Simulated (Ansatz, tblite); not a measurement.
# The cluster H12W5O21: spin-state energies by level

Is the singlet the ground state of the cluster H12W5O21? Other spin states are computed and compared level by level.

Program: Ansatz 0.2.0, Gaussian basis. Level of theory: as each input shows. These are calculated values, not measurements.

The runs, in order: triplet, at the geometry of the singlet (GFN1-xTB, GFN2-xTB, PBE0-D4/def2-TZVP, PBE-D4/def2-TZVP); the singlet's energies come from earlier runs.

### Step 1. The relaxed structure

The singlet was relaxed beforehand with PBE-D4/def2-SVP.

38 atoms, charge 0, spin multiplicity 1.

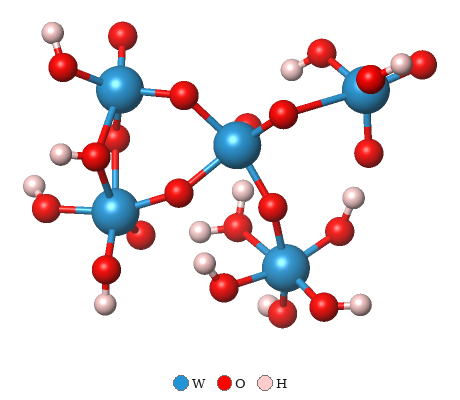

The structure; tungsten blue, oxygen red, hydrogen pink.

W takes a core potential in the def2 sets. No spin-orbit coupling is included.

### Step 2. Triplet at the fixed geometry, GFN1-xTB

Tight binding, by tblite at 300 K electronic temperature and without a spin-polarisation term:

```python
tblite.interface.Calculator('GFN1-xTB', numbers, positions, charge=0, uhf=2).singlepoint()
```

Energy -3203.9657 eV; 0.26 s.

### Step 3. Triplet at the fixed geometry, GFN2-xTB

Tight binding, by tblite at 300 K electronic temperature and without a spin-polarisation term:

```python
tblite.interface.Calculator('GFN2-xTB', numbers, positions, charge=0, uhf=2).singlepoint()
```

Energy -2838.2863 eV; 0.48 s.

### Step 4. Triplet at the fixed geometry, PBE0-D4/def2-TZVP

File in.yaml:

```yaml
crystal:
  periodic: [false, false, false]
  atoms:
    - {symbol: W, position_ang: [0.980609, -0.189775, 0.344700]}
    - {symbol: W, position_ang: [-2.051353, -2.229495, -0.008372]}
    - {symbol: W, position_ang: [-1.575894, 2.556491, 0.304727]}
    - {symbol: W, position_ang: [3.174791, -3.193082, -0.080553]}
    - {symbol: W, position_ang: [1.622473, 3.202349, -0.101740]}
    - {symbol: O, position_ang: [-2.772143, -0.732866, 0.924628]}
    - {symbol: O, position_ang: [-3.527913, -2.445131, -1.162958]}
    - {symbol: O, position_ang: [-2.016910, 4.365859, -0.155476]}
    - {symbol: O, position_ang: [-2.316883, 1.732322, -1.055229]}
    - {symbol: O, position_ang: [-0.389057, -1.501783, 0.632941]}
    - {symbol: O, position_ang: [1.480652, -3.669306, -0.229443]}
    - {symbol: O, position_ang: [3.862087, -3.228218, 1.705200]}
    - {symbol: O, position_ang: [-0.922691, -3.412242, -0.889195]}
    - {symbol: O, position_ang: [-2.567381, -3.447795, 1.325562]}
    - {symbol: O, position_ang: [-1.637868, -0.747572, -1.706127]}
    - {symbol: O, position_ang: [0.006780, 3.427496, 1.453177]}
    - {symbol: O, position_ang: [2.051630, 4.834631, 0.845545]}
    - {symbol: O, position_ang: [0.091074, 2.999600, -1.054720]}
    - {symbol: O, position_ang: [-0.561434, 1.034411, 0.825136]}
    - {symbol: O, position_ang: [-2.882123, 2.449868, 1.659436]}
    - {symbol: O, position_ang: [3.609889, -1.834261, -1.321707]}
    - {symbol: O, position_ang: [4.063122, -4.512611, -0.735261]}
    - {symbol: O, position_ang: [2.239903, -1.188952, 1.063607]}
    - {symbol: O, position_ang: [2.797414, 3.448475, -1.339434]}
    - {symbol: O, position_ang: [1.144638, -0.371407, -1.389854]}
    - {symbol: O, position_ang: [2.011533, 1.509191, 0.567211]}
    - {symbol: H, position_ang: [-2.163660, -0.070511, 1.331557]}
    - {symbol: H, position_ang: [-3.592511, -2.042300, -2.050054]}
    - {symbol: H, position_ang: [-1.663983, 4.815035, -0.945450]}
    - {symbol: H, position_ang: [-1.957796, 0.203089, -1.538822]}
    - {symbol: H, position_ang: [4.503025, -3.931698, 1.921939]}
    - {symbol: H, position_ang: [0.097426, -3.559678, -0.693866]}
    - {symbol: H, position_ang: [-2.285563, -4.383039, 1.290311]}
    - {symbol: H, position_ang: [-0.680639, -0.657721, -1.948794]}
    - {symbol: H, position_ang: [-0.090486, 4.357170, 1.738852]}
    - {symbol: H, position_ang: [2.825670, 5.315478, 0.491165]}
    - {symbol: H, position_ang: [-3.832115, 2.261676, 1.548888]}
    - {symbol: H, position_ang: [2.925677, -1.163708, -1.567505]}
basis:
  gaussian: {orbitals: def2-TZVP, fitting: {mean_field: def2-universal-jkfit}}
magnetization: {spin_polarized: true, initial_magnetization: 2}
hamiltonian: {xc: pbe0, dispersion: d4}
scf: {omitted_lower_state_checks: [starts]}
output: {orbitals: {seedname: orbitals}}
```

Launch:

```sh
$ ansatz run in.yaml --threads 2 --pin off --events-out ev --progress --plain --max-ram 32768MiB --backend cuda --devices 0, --max-vram 18GiB
```

The log of the run:

```text
Functional definition: PBE0
  name "PBE0"
  cite "Adamo & Barone, J. Chem. Phys. 110, 6158 (1999) doi:10.1063/1.478522"
  cite "Perdew, Burke & Ernzerhof, Phys. Rev. Lett. 77, 3865 (1996) doi:10.1103/PhysRevLett.77.3865"
  parent pbe
  parameter a = 0.25
  parameter kappa = 0.804
  parameter beta = 0.06672455060314922
  exchange = (1 - a)*pbe_x(kappa = kappa, mu = beta*pi^2/3) + a*exact_x
  correlation = pbe_c(beta = beta)
these checks for a lower state are left out or cut short: starts
2968 factors; integrals over basis functions are off by at most 8.8e-1 eV
mean field evaluation 1: about -52215.7191 eV, gradient 1.7e2 eV
mean field evaluation 2: about -51322.3623 eV, gradient 5.1e2 eV
mean field evaluation 4: about -52175.1695 eV, gradient 1.4e2 eV
mean field evaluation 8: about -52309.6284 eV, gradient 8.9e0 eV
mean field evaluation 16: about -52310.2317 eV, gradient 6.9e-3 eV
mean field -52310.23168431 eV, -1922.3655572499 hartree, gradient 6.8e-6 eV, S^2 2.015968; 0 other end points of the search recorded, 0 dependent functions left out
reference -52310.23175111 eV, -1922.3655597048 hartree; 126, 124 occupied and 797, 799 virtual orbitals, 2968 factors
Total energy: -52311.99764765 eV, -1922.4304552055 hartree
Checks for a lower state left out: starts
```

Run time: 34 s. Hardware: 1 × H100 (card shared with other runs) with 2 threads of AMD EPYC 7R13, shared host; peak host memory 1.7 GiB.

HOMO -4.91 eV, LUMO -7.08 eV (over both spins; with the spin held, an empty level of the minority spin lies below the top filled one); ⟨S²⟩ 2.016 (pure: 2.00).

### Step 5. Triplet at the fixed geometry, PBE-D4/def2-TZVP

start.molden holds the orbitals of an earlier run on this state, given as this run's starting guess.

Edit in.yaml of step 4 so:

```diff
@@ -42,5 +42,5 @@
 basis:
-  gaussian: {orbitals: def2-TZVP, fitting: {mean_field: def2-universal-jkfit}}
+  gaussian: {orbitals: def2-TZVP, fitting: {mean_field: def2-universal-jkfit}, initial_orbitals: start.molden}
 magnetization: {spin_polarized: true, initial_magnetization: 2}
-hamiltonian: {xc: pbe0, dispersion: d4}
+hamiltonian: {xc: pbe, dispersion: d4}
 scf: {omitted_lower_state_checks: [starts]}
```

Launched as before.

The log of the run:

```text
Functional definition: PBE
  name "PBE"
  cite "Perdew, Burke & Ernzerhof, Phys. Rev. Lett. 77, 3865 (1996) doi:10.1103/PhysRevLett.77.3865"
  parent pbe
  parameter kappa = 0.804
  parameter beta = 0.06672455060314922
  exchange = pbe_x(kappa = kappa, mu = beta*pi^2/3)
  correlation = pbe_c(beta = beta)
these checks for a lower state are left out or cut short: starts
2968 factors; integrals over basis functions are off by at most 8.8e-1 eV
mean field evaluation 1: about -52321.8107 eV, gradient 1.8e1 eV
mean field evaluation 2: about -52322.9151 eV, gradient 1.3e0 eV
mean field evaluation 4: about -52323.1042 eV, gradient 2.5e-1 eV
mean field evaluation 8: about -52323.1161 eV, gradient 2.9e-1 eV
mean field evaluation 16: about -52323.1228 eV, gradient 4.0e-4 eV
mean field -52323.12280598 eV, -1922.8392972331 hartree, gradient 2.1e-6 eV, S^2 2.003208; 0 other end points of the search recorded, 0 dependent functions left out
reference -52323.12290091 eV, -1922.8393007220 hartree; 126, 124 occupied and 797, 799 virtual orbitals, 2968 factors
Total energy: -52325.12249347 eV, -1922.9127843932 hartree
Checks for a lower state left out: starts
```

It took 26 s on 1 × H100 (card shared with other runs) with 2 threads of AMD EPYC 7R13, shared host; peak host memory 1.6 GiB.

HOMO -3.86 eV, LUMO -7.31 eV (over both spins; with the spin held, an empty level of the minority spin lies below the top filled one); ⟨S²⟩ 2.003 (pure: 2.00).

### Step 6. Triplet less singlet, vertical

The singlet's energies are those of its earlier runs, whose logs aren't repeated here.

```csv
level,"triplet less singlet, vertical (kcal/mol)",time
GFN1-xTB,+120.2,0.39 s
GFN2-xTB,+92.9,0.77 s
PBE-D4/def2-TZVP,+78.8,37 s
PBE0-D4/def2-TZVP,+90.5,49 s
```

Times add the two runs; a level without a time comes out of a correlated run. Tight binding without a spin term can't rank spin states.

### Step 7. Outcome

| quantity | value |
| --- | --- |
| triplet less singlet, vertical, functionals in def2-TZVP | +78.8 (PBE-D4) to +90.5 kcal/mol (PBE0-D4) |

**Reading.** All functionals put the triplet above the singlet, over a spread of 11.7 kcal/mol. The checks for a lower triplet were left out, so another state of that spin may lie lower. The singlet here is a closed shell; an open-shell singlet can lie lower. These are electronic energies, without zero-point motion, entropy or surroundings. Spin-orbit coupling is left out too; for so heavy a metal it can shift spin gaps by tenths of an eV.
